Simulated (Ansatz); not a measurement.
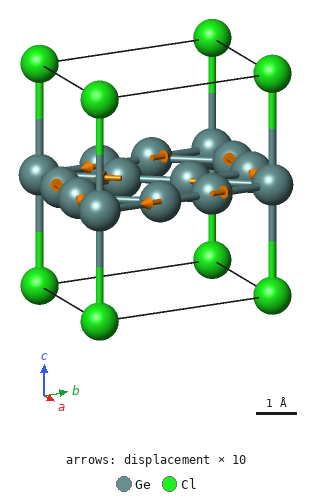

A relaxation of crystalline Ge7Cl (a generated structure, set up in P6/mmm) (coarse preliminary run). The starting structure is drawn; orange arrows show the displacements (the part carried along by the change of the cell is left out), magnified 10 times.

The picture is a ball-and-stick view of the cell of the calculation, seen slightly off an axis.

The calculation used DFT PBE, scalar-relativistic, plane waves, PAW in Ansatz. Set-up: plane-wave cutoff 420 eV; k-point mesh 3 × 3 × 4; occupations gaussian; smearing width 0.1 eV; no spin polarisation; cell and atoms relaxed; force threshold 0.04 eV/Å; at most 70 steps.

### Describe the change and its energy.

Over 11 accepted moves (13 points after the start) the energy falls by 2497 meV per atom. Largest force component: 6 eV/Å at the start, 0.026 eV/Å at the end. Pressure: 60.50 GPa at the start and 0.01 GPa at the end. The SCF was repeated twice at an unchanged geometry on a basis and grid sized afresh for the cell, which shifted the energy by 96.5 meV per atom at most. The largest moves relative to the cell, 0.070 Å, are those of Ge atoms. Cl stays in place. Cell: a = b 6.148 → 7.887 Å (+28.3 %), c 5.712 → 5.400 Å (−5.5 %). Volume +55.6 %. Among the contacts that change: Ge–Ge 1.839 → 2.500 Å, Ge–Ge 2.154 → 2.694 Å, Cl–Ge 2.856 → 2.700 Å. The space group stays P6/mmm (No. 191). The run took 100 s on 1 thread of Arm Neoverse V2, on a shared host, peak memory 0.54 GiB.
